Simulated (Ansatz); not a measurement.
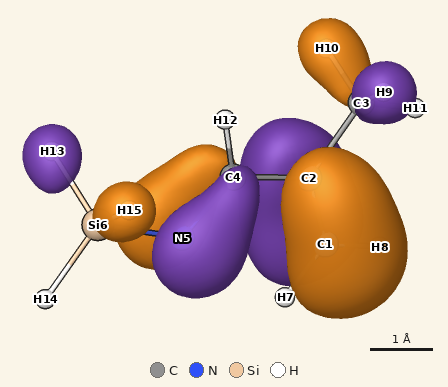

*C₄H₉NSi (SMILES C=C(C)/C=N/[SiH3]). The HOMO−1 at ±0.1 Å⁻³ᐟ² (orange and purple are the two phases), seen at a tilt.*

Not at a stationary point (largest force 1.5 eV/Å).

These are results of Ansatz 0.2.0, SCF B3LYP, Gaussian basis, not measurements.

The calculation's input:

```
crystal:
  periodic: [false, false, false]
  atoms:
    - { symbol: C, position_ang: [-1.5443, 1.3204, -0.5035] }
    - { symbol: C, position_ang: [-1.1141, 0.2098, 0.1129] }
    - { symbol: C, position_ang: [-1.9972, -0.7061, 0.8961] }
    - { symbol: C, position_ang: [0.3303, -0.1632, 0.0312] }
    - { symbol: "N", position_ang: [1.2087, 0.532, -0.6094] }
    - { symbol: Si, position_ang: [2.8364, -0.0737, -0.5826] }
    - { symbol: H, position_ang: [-0.8635, 1.957, -1.0628] }
    - { symbol: H, position_ang: [-2.5846, 1.6242, -0.4672] }
    - { symbol: H, position_ang: [-1.6567, -0.7695, 1.9348] }
    - { symbol: H, position_ang: [-1.9833, -1.7122, 0.4643] }
    - { symbol: H, position_ang: [-3.0365, -0.3612, 0.9058] }
    - { symbol: H, position_ang: [0.5812, -1.0969, 0.5741] }
    - { symbol: H, position_ang: [2.8325, -1.4364, -1.1663] }
    - { symbol: H, position_ang: [3.715, 0.8321, -1.3583] }
    - { symbol: H, position_ang: [3.2759, -0.1563, 0.8308] }
basis:
  gaussian:
    orbitals: def2-SVP
hamiltonian:
  xc: b3lyp
output:
  orbitals: {}
  forces: true
```

Run with:

```sh
python run_energy.py
```

Describe this orbital and give its energy.

It lies mainly on C1 (about 35 %), C2 (about 25 %) and N5 (about 15 %). Its energy is −6.97 eV.
